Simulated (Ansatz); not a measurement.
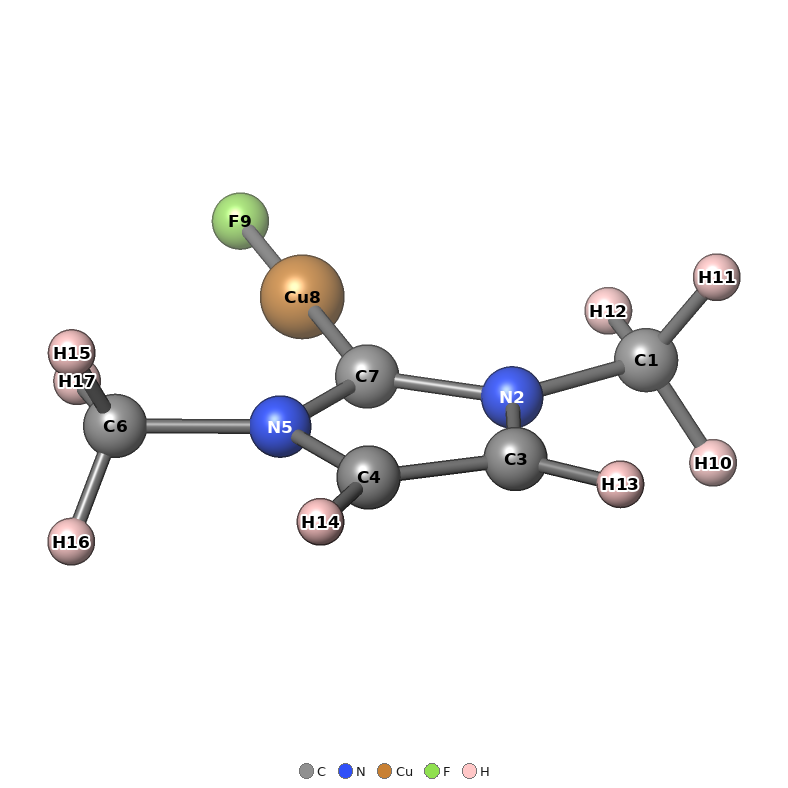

Depth is shown by fading: the farther an atom, the more it takes the colour of the background. The species is neutral and a spin singlet. The computed structure is the end point of a PBE0-D4/def2-TZVP optimisation. No frequency run is at hand to confirm it as a minimum.

Q: How is the 5-membered ring N2–C3–C4–N5–C7 puckered?

A: It is planar. The Cremer–Pople amplitude Q is 0.00 Å.

Q: Give the torsion angles round the ring, beginning with the bond from its second to its third atom.

A: 0°, 0°, 0°, 0°, 0°.
